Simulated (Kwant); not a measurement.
Device: Aharonov-Bohm ring in a InAs two-dimensional gas. Effective mass 0.023 mₑ, grid spacing 12 nm, hard walls, nominal width 150 nm (13 grid rows, so walls 168 nm apart), one parabolic valley, scattering region 1000 nm long along x; energies count from the band bottom; Fermi energy 0.0019 eV. Ring of mean radius 300 nm, arms as wide as the leads. Perpendicular field swept from 0 to 0.044 T, none in the leads; orbital effect alone.

The device is made up for the run: typed textbook-type constants, with dimensions and the other settings drawn at random.

Model: effective-mass tight-binding model on a square grid, one spin, coherent transport at 0 K (Kwant). Conductance is in e²/h.

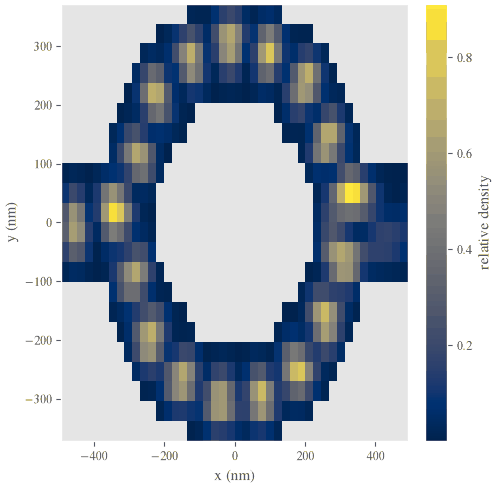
Figure: Density of the scattering states that come in from the left lead, at field = 0.022247 T, in bins, relative to the largest site value

The conductance there is 0.41 e²/h with 1 open channel(s) in the leads.
